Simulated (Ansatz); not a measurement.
**B4H3 (doublet): density, localisation and related maps**

```xyz
7

B     0.7282   -0.1062   -0.7139
B     0.9960    1.0902    0.1849
B    -0.4133    0.0603    0.4053
B    -0.3344   -1.1869   -0.8332
H     1.3389    2.0376    0.7842
H    -1.2513    0.1824    1.2270
H    -1.0641   -2.0774   -1.0543
```

Geometry: B3LYP-D4/def2-TZVP.

Level of theory: UKS PBE0-D4/def2-TZVP (Ansatz 0.2.0).

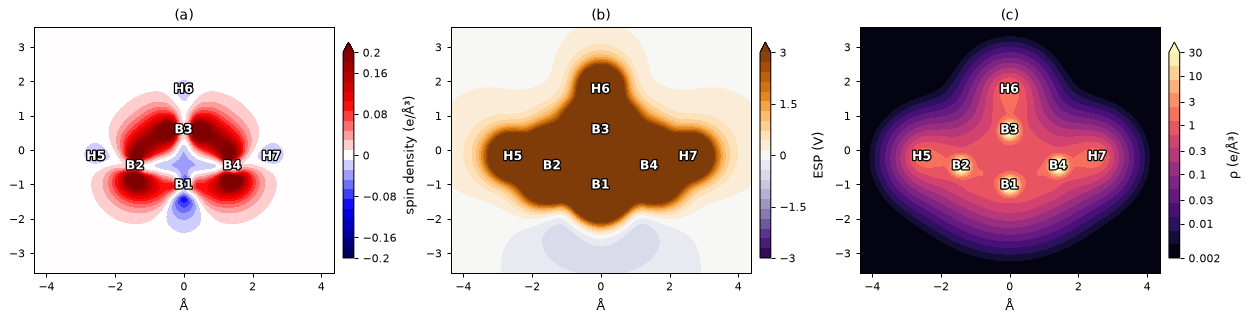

Figure 1. (a) spin density; (b) electrostatic potential; (c) total electron density on the molecular plane.

> Interpret the plot.

The plane passes through B and H nuclei.
B–B (1.52 Å): ρ is about 1.2 e/Å³ halfway.
B–H (1.17 Å): ρ at the midpoint is about 1.3 e/Å³.
B–B (1.61 Å): ρ at the midpoint is about 0.96 e/Å³.
B–B (1.76 Å): ρ at the midpoint is about 0.89 e/Å³.
The unpaired spin (1 electron) lies mostly on B2 (about 0.3), B4 (about 0.3) and B3 (about 0.3), in electrons by Hirshfeld's partition.
Outside the dense part of the molecule the potential is most negative (−0.6 V) near H5 and H7.

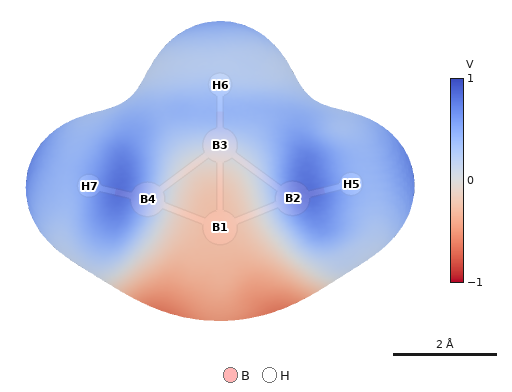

Figure 2. The molecular electrostatic potential painted on the density surface at 0.002 e/bohr³, seen across its widest extent; red is negative and blue positive.

> Where is the surface potential most negative and most positive?

The most negative region (about −0.6 V) lies over H5, the most positive (about +0.8 V) over B2 and B4.

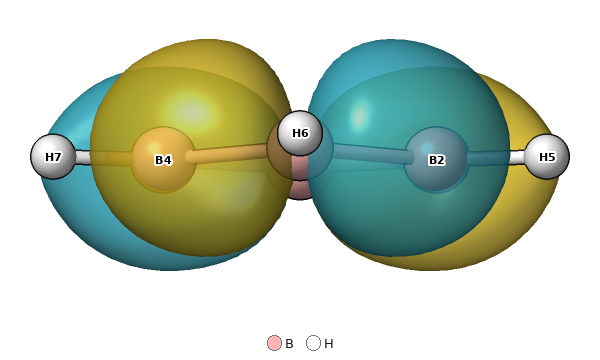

Figure 3. The LUMO (β) at ±0.1 Å⁻³ᐟ² (yellow and cyan are the two phases), seen from one side.

> What is the character of this orbital?

By Hirshfeld shares it lies mainly on B3 (about 25 %), B2 (about 25 %), B4 (about 25 %) and B1 (about 15 %); it is symmetric in the molecular plane (an in-plane orbital: σ, lone-pair or in-plane π type). Its energy is −4.26 eV.
